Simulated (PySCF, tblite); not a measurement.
# CH₆NOSi radical: geometry, infrared bands and EPR parameters

Wanted: the infrared bands and EPR parameters of CH₆NOSi radical (`[CH2]O[SiH2]N`), by calculation.

Computed with tblite 0.8.0 and PySCF 2.14.0, with density-fitted response routines of our own, on a single molecule in the gas phase. Atoms count from 0, in the outputs and in this text.

## Step 1: The starting structure

10 atoms, charge 0, multiplicity 2; geometry from: force field or distance geometry start.

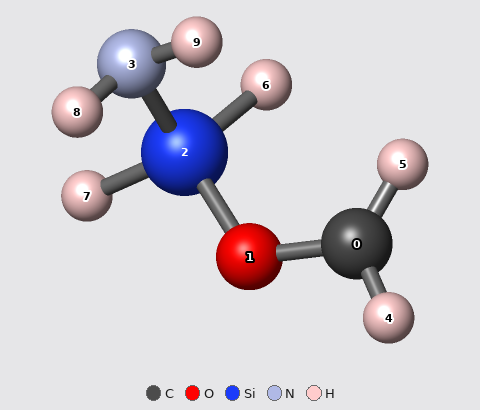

The starting geometry (carbon dark grey, oxygen red, silicon blue, nitrogen light blue, hydrogen pink), atoms numbered.

## Step 2: Relaxing the molecule with GFN2-xTB

Job settings and geometry (Å):

```
{"job": {"kind": "relax", "xc": "GFN2-xTB", "basis": "xTB"}, "charge": 0, "multiplicity": 2}
C      1.666000     0.068200     0.626400
O      0.831700    -0.717900    -0.119500
Si    -0.471100    -0.101600    -0.902700
N     -1.681800     0.090000     0.270200
H      2.466500    -0.463800     1.106500
H      1.503400     1.136700     0.652900
H     -0.181000     1.242900    -1.463700
H     -0.977100    -1.045000    -1.911900
H     -1.852000    -0.839000     0.678400
H     -1.295700     0.634300     1.040800
```

The run is started by

```
> OMP_NUM_THREADS=1 python probes_run.py task.json out
```

This one command runs all jobs of the session in turn.

Log:

```text
step      E/eV     max force
  0    -377.75610    1.804
  1    -377.82575    0.586
  2    -377.84740    0.596
  3    -377.89377    0.699
  4    -377.92373    0.732
  5    -377.96259    0.477
  6    -377.98294    0.427
  7    -377.99787    0.361
  8    -378.01079    0.381
  9    -378.02329    0.387
 10    -378.03212    0.284
 11    -378.03874    0.216
 12    -378.04429    0.192
 13    -378.05109    0.291
 14    -378.05967    0.332
 15    -378.06930    0.260
 16    -378.07764    0.233
 17    -378.08385    0.219
 18    -378.08885    0.200
 19    -378.09216    0.150
 20    -378.09472    0.176
 21    -378.09795    0.154
 22    -378.10143    0.211
 23    -378.10436    0.165
 24    -378.10662    0.166
 25    -378.10864    0.180
 26    -378.11036    0.110
 27    -378.11147    0.101
 28    -378.11212    0.076
 29    -378.11267    0.089
 30    -378.11347    0.092
 31    -378.11458    0.108
 32    -378.11594    0.155
 33    -378.11725    0.124
 34    -378.11820    0.077
 35    -378.11872    0.062
 36    -378.11920    0.066
 37    -378.11978    0.077
 38    -378.12048    0.086
 39    -378.12117    0.067
 40    -378.12173    0.052
 41    -378.12214    0.069
 42    -378.12263    0.079
 43    -378.12337    0.084
 44    -378.12458    0.107
 45    -378.12578    0.086
 46    -378.12651    0.152
 47    -378.12697    0.094
 48    -378.12762    0.066
 49    -378.12833    0.065
 50    -378.12906    0.080
 51    -378.12950    0.045
 52    -378.12974    0.044
 53    -378.12992    0.045
 54    -378.13019    0.040
 55    -378.13042    0.041
 56    -378.13053    0.019
 57    -378.13058    0.021
 58    -378.13060    0.017
 59    -378.13065    0.023
 60    -378.13075    0.032
 61    -378.13088    0.030
 62    -378.13099    0.030
 63    -378.13107    0.024
 64    -378.13114    0.026
 65    -378.13123    0.036
 66    -378.13138    0.039
 67    -378.13160    0.065
 68    -378.13187    0.084
 69    -378.13219    0.079
 70    -378.13251    0.070
 71    -378.13282    0.053
 72    -378.13280    0.211
 73    -378.13331    0.071
 74    -378.13356    0.022
 75    -378.13403    0.120
 76    -378.13426    0.044
 77    -378.13455    0.076
 78    -378.13424    0.357
 79    -378.13531    0.069
 80    -378.13590    0.049
 81    -378.10775    1.387
 82    -378.13621    0.042
 83    -378.13645    0.048
 84    -378.12955    0.759
 85    -378.13713    0.049
 86    -378.13778    0.060
 87    -378.12298    0.806
 88    -378.13788    0.105
 89    -378.13890    0.177
 90    -378.10338    1.683
 91    -378.13971    0.130
 92    -378.14045    0.158
 93    -378.09377    2.075
 94    -378.14195    0.136
 95    -378.14337    0.144
 96    -378.09490    1.558
 97    -378.14358    0.167
 98    -378.14616    0.259
 99    -378.07261    2.449
100    -378.14826    0.259
101    -378.15015    0.285
102    -378.08023    2.441
103    -378.15375    0.274
104    -378.15685    0.308
105    -378.06351    2.670
106    -378.16129    0.302
107    -378.16495    0.335
108    -378.04105    2.851
109    -378.16988    0.314
110    -378.17367    0.333
111    -378.11418    2.130
112    -378.17957    0.293
113    -378.18313    0.306
114    -378.18373    0.814
115    -378.18954    0.310
116    -378.19124    0.290
117    -378.19646    0.217
118    -378.19913    0.196
119    -378.20288    0.289
120    -378.20527    0.283
121    -378.20857    0.285
122    -378.21019    0.444
123    -378.21220    0.162
124    -378.21382    0.112
125    -378.21495    0.065
126    -378.21549    0.057
127    -378.21575    0.089
128    -378.21613    0.076
129    -378.21644    0.063
130    -378.21668    0.041
131    -378.21683    0.029
132    -378.21692    0.023
133    -378.21698    0.016
134    -378.21702    0.014
135    -378.21705    0.018
136    -378.21710    0.020
137    -378.21717    0.028
138    -378.21728    0.038
139    -378.21744    0.039
140    -378.21763    0.034
141    -378.21776    0.022
142    -378.21781    0.016
143    -378.21784    0.022
144    -378.21787    0.024
145    -378.21790    0.025
146    -378.21793    0.013
147    -378.21795    0.012
148    -378.21797    0.014
149    -378.21799    0.018
150    -378.21802    0.022
151    -378.21807    0.026
152    -378.21812    0.032
153    -378.21820    0.028
154    -378.21830    0.041
155    -378.21841    0.033
156    -378.21855    0.031
157    -378.21867    0.024
158    -378.21878    0.029
159    -378.21886    0.029
160    -378.21893    0.022
161    -378.21897    0.013
162    -378.21899    0.012
163    -378.21900    0.009
```

It took 0.47 s on 1 thread of Arm Neoverse V2, shared host.

The steps of the relaxation: (not every step is listed)

| step | energy from step 0 (eV) | largest force (eV/Å) |
| --- | --- | --- |
| 0 | 0.0000 | 1.8035 |
| 1 | -0.0697 | 0.5862 |
| 2 | -0.0913 | 0.5959 |
| 3 | -0.1377 | 0.6988 |
| 4 | -0.1676 | 0.7321 |
| 5 | -0.2065 | 0.4768 |
| 6 | -0.2268 | 0.4267 |
| 7 | -0.2418 | 0.3605 |
| 8 | -0.2547 | 0.3812 |
| 23 | -0.3483 | 0.1654 |
| 38 | -0.3644 | 0.0858 |
| 53 | -0.3738 | 0.0453 |
| 68 | -0.3758 | 0.0840 |
| 83 | -0.3804 | 0.0484 |
| 98 | -0.3901 | 0.2593 |
| 113 | -0.4270 | 0.3062 |
| 128 | -0.4600 | 0.0757 |
| 143 | -0.4617 | 0.0217 |
| 158 | -0.4627 | 0.0285 |
| 159 | -0.4628 | 0.0289 |
| 160 | -0.4628 | 0.0222 |
| 161 | -0.4629 | 0.0126 |
| 162 | -0.4629 | 0.0124 |
| 163 | -0.4629 | 0.0091 |

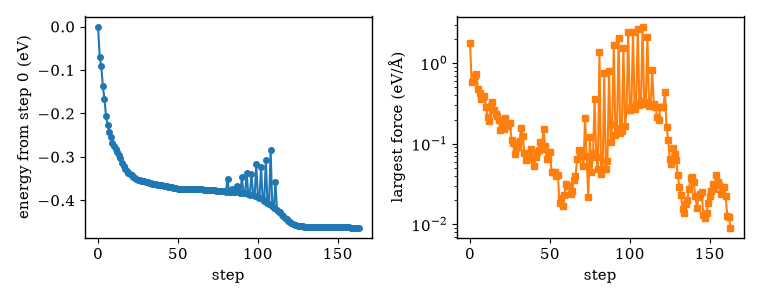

Energy and force, step by step.

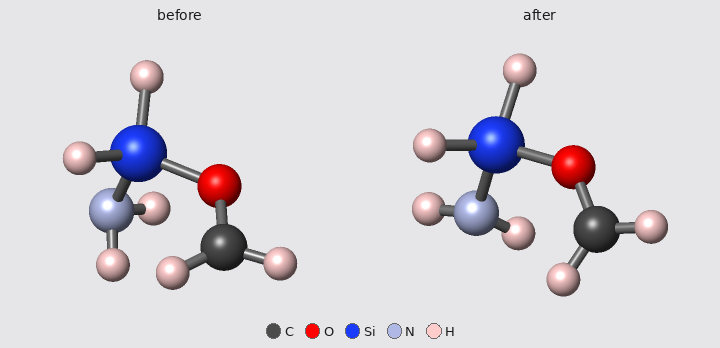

The geometry before (left) and after (right).

Distances of close pairs at the start and the end, largest changes first:

| bond | before (Å) | after (Å) | change (Å) |
| --- | --- | --- | --- |
| C0–O1 | 1.368 | 1.332 | -0.036 |
| Si2–N3 | 1.697 | 1.725 | +0.029 |
| Si2–H6 | 1.485 | 1.463 | -0.022 |
| N3–H8 | 1.029 | 1.009 | -0.020 |
| N3–H9 | 1.019 | 1.007 | -0.013 |
| Si2–H7 | 1.471 | 1.459 | -0.012 |
| C0–H5 | 1.081 | 1.072 | -0.009 |
| O1–Si2 | 1.640 | 1.632 | -0.009 |

The final coordinates are the input of the step that follows.

## Step 3: Harmonic vibrations with GFN2-xTB

Job settings and geometry (Å):

```
{"job": {"kind": "ir", "xc": "GFN2-xTB", "basis": "xTB"}, "charge": 0, "multiplicity": 2}
C      1.835080    -0.092990     0.572400
O      0.980878    -0.528206    -0.352408
Si    -0.475116    -0.006682    -0.872022
N     -1.518312     0.217104     0.483830
H      2.751328    -0.639762     0.676075
H      1.583604     0.735315     1.205320
H     -0.420218     1.321993    -1.482003
H     -0.747943    -1.099221    -1.800045
H     -1.535051    -0.483518     1.209074
H     -2.445368     0.580622     0.337251
```

Log:

```text
mode    cm-1     km/mol
  1      98.6      5.59
  2     131.3     34.49
  3     166.8      6.66
  4     216.9     11.97
  5     247.9      3.50
  6     306.7     14.66
  7     528.2    123.05
  8     554.0    210.00
  9     609.4     41.87
 10     719.4     41.09
 11     743.9     93.75
 12     781.8    146.86
 13     838.5    246.74
 14     898.3    234.62
 15    1085.1     18.88
 16    1306.2     87.96
 17    1379.1     12.18
 18    1522.0     53.26
 19    2238.4    375.99
 20    2290.3    225.85
 21    3116.0     19.48
 22    3159.9     34.66
 23    3466.6      2.65
 24    3512.9      0.65
```

Wall time 0.12 s (1 thread of Arm Neoverse V2, shared host).

Which atoms move in the most intense modes:

| cm⁻¹ | km/mol | atoms |
| --- | --- | --- |
| 528 | 123.0 | H8 40 %, H9 35 %, N3 13 % |
| 554 | 210.0 | H7 42 %, H6 23 %, Si2 14 %, N3 11 % |
| 744 | 93.8 | H7 49 %, H6 21 %, H9 13 % |
| 782 | 146.9 | H6 56 %, H7 37 % |
| 838 | 246.7 | H8 29 %, H9 18 %, N3 15 %, H7 14 % |
| 898 | 234.6 | N3 43 %, Si2 40 % |
| 2238 | 376.0 | H6 89 % |
| 2290 | 225.8 | H7 90 % |

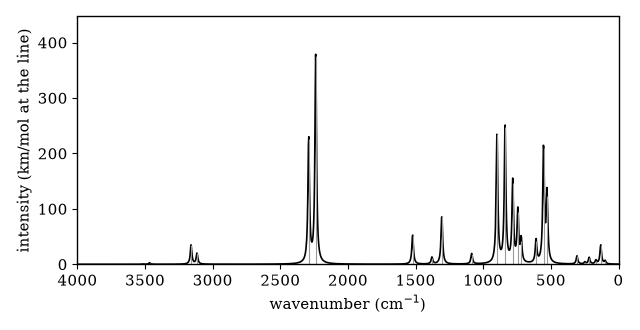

The infrared spectrum from these modes, unscaled. Lines are broadened to a width of 14 cm⁻¹ (Lorentzian).

## Step 4: EPR parameters: B3LYP/pcH-1

Same as in step 3 but for these lines:

```diff
@@ -1,2 +1,2 @@
-{"job": {"kind": "ir", "xc": "GFN2-xTB", "basis": "xTB"}, "charge": 0, "multiplicity": 2}
+{"job": {"kind": "epr", "basis": "pcH-1"}, "charge": 0, "multiplicity": 2}
 C      1.835080    -0.092990     0.572400
```

Level: UKS B3LYP, pcH-1 on C H N O Si, non-relativistic, mean-field spin-orbit, GIAO.

Log:

```text
UKS, coarse grid
  cycle   1  E = -461.10050165  |g| = 5.42e-01
  cycle   2  E = -460.92922787  |g| = 8.65e-01
  cycle   3  E = -461.20033134  |g| = 8.03e-02
  cycle   4  E = -461.20188506  |g| = 4.41e-02
  cycle   5  E = -461.20261719  |g| = 8.91e-03
  cycle   6  E = -461.20264840  |g| = 2.51e-03
  cycle   7  E = -461.20265241  |g| = 9.27e-04
UKS, final grid
  cycle   1  E = -461.20264527  |g| = 9.19e-04
  cycle   2  E = -461.20264518  |g| = 1.05e-03
  cycle   3  E = -461.20264570  |g| = 8.65e-05
  cycle   4  E = -461.20264570  |g| = 8.33e-05
  cycle   5  E = -461.20264571  |g| = 1.12e-05
E = -461.20264571 Eh   <S^2> = 0.7534 (exact 0.7500)
g shifts (ppm)      1          2          3
  rmc          -177       -177       -177
  gc             -3         39         39
  oz_so          -0       1234       1861
  total        -180       1096       1723
hyperfine (MHz)  atom isotope    a_iso     a_fc   dipolar eigenvalues
    0   13C      85.08      85.13    -80.32    -78.21    158.53
    1   17O     -12.45     -12.48    -53.84     26.21     27.63
    2  29Si       1.61       1.58     -2.69      0.89      1.81
    3   14N       1.34       1.34     -0.37     -0.04      0.41
    4    1H     -65.72     -65.75    -38.12      0.20     37.92
    5    1H     -64.93     -64.96    -38.14      0.28     37.86
    6    1H       9.76       9.76     -2.22     -2.00      4.23
    7    1H      -3.95      -3.95     -2.79     -1.80      4.59
    8    1H      -0.35      -0.35     -2.06     -1.48      3.54
    9    1H      -0.01      -0.01     -1.20     -1.02      2.22
```

Run time: 17 s. Hardware: 1 thread of Arm Neoverse V2, shared host; peak memory 0.58 GiB.

Principal g values 2.00214, 2.00342, 2.00404; g(iso) = 2.00320, against 2.00232 for a free electron.

Hyperfine couplings; where a row names several nuclei, a(iso) is their mean (it holds for fast rotation or exchange) and the dipolar term the largest among them:

| nuclei | isotope | a(iso) (MHz) | a(iso) (G, at g = 2.0023) | largest dipolar term (MHz) |
| --- | --- | --- | --- | --- |
| C0 | 13C | 85.1 | 30.4 | 158.5 |
| H4, H5 | 1H | -65.3 | -23.3 | -38.1 |
| O1 | 17O | -12.5 | -4.4 | -53.8 |
| H6, H7 | 1H | 2.9 | 1.0 | 4.6 |
| Si2 | 29Si | 1.6 | 0.6 | -2.7 |
| N3 | 14N | 1.3 | 0.5 | 0.4 |
| H8, H9 | 1H | -0.2 | -0.1 | 3.5 |

Mulliken spin populations:

| atom | value (e) |
| --- | --- |
| C0 | 0.97 |
| O1 | 0.09 |
| Si2 | 0.01 |
| N3 | 0.00 |
| H4 | -0.05 |
| H5 | -0.04 |
| H6 | 0.01 |
| H7 | 0.00 |
| H8 | 0.00 |
| H9 | 0.00 |

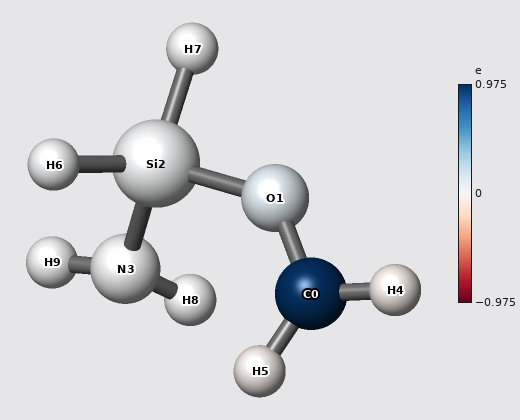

Mulliken spin populations, as colours on the atoms.

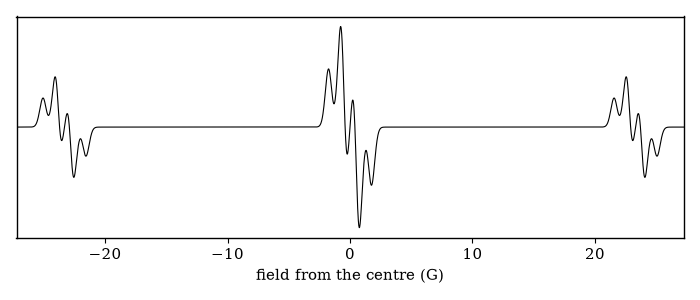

First-order isotropic spectrum (first derivative, main isotopes with spin only, couplings over 0.8 MHz, Gaussian width 0.3 G; couplings of the frozen geometry, rotation of groups not averaged beyond the rows shown).

Orbitals, density, ELF and potential are computed afterwards from the orbital file.

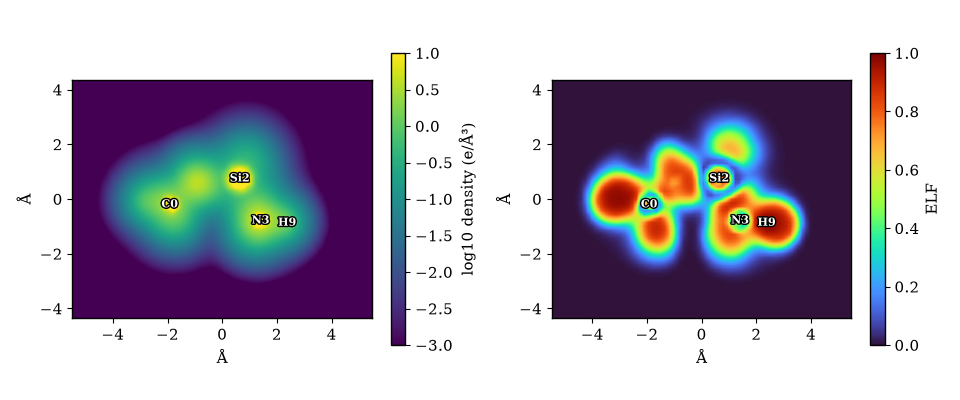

Density (left) and ELF (right) in a plane through or near 4 of the atoms.

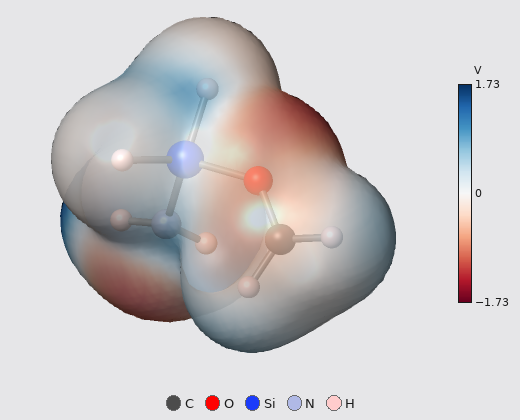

Electrostatic potential on the surface of density 0.002 e/bohr³; red is low, blue high. It runs from -1.17 V near N3 to 1.73 V near H9.

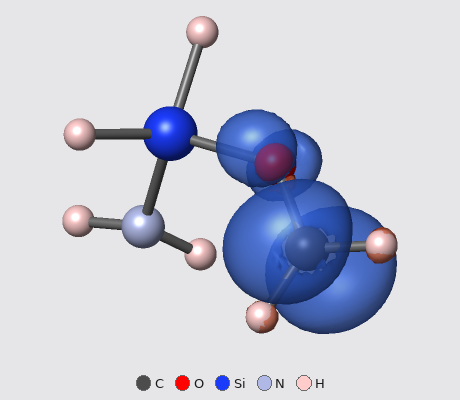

Spin density at ±0.04 e/Å³ (alpha excess blue, beta excess red).

## Step 5: Outcome

| quantity | value |
| --- | --- |
| strongest single infrared mode (GFN2-xTB) | 2238 cm⁻¹, 376 km/mol |
| zero-point energy (GFN2-xTB) | 42.8 kcal/mol |
| g(iso) (B3LYP) | 2.00320 |
| ⟨S²⟩ | 0.753 (exact 0.75) |
| largest a(iso) (averaged by class) | 13C on C0, 85.1 MHz |
| potential on the surface of density 0.002 e/bohr³, 1st and 99th percentile | -1.17 V and 1.73 V |

What this shows: Relaxing lowered the energy by 0.463 eV in 163 steps; the close pair that moved most is C0–O1, from 1.368 to 1.332 Å. No mode is imaginary among the 24: a minimum at this level. The strongest single mode, at 2238 cm⁻¹, moves mainly H6. GFN2-xTB is a fitted tight-binding method: band positions and strengths are rough. Its intensities can rank the bands wrongly. C0 carries the largest spin population, 0.97 e. The isotropic g lies 0.9 ppt above the free-electron value. These values are for one conformer; the search (at its own cheap level) found 2 more, at 0.00, 1.20 kcal/mol (those within 0.05 may be mirror or relabelled copies), and measured spectra average over such forms.
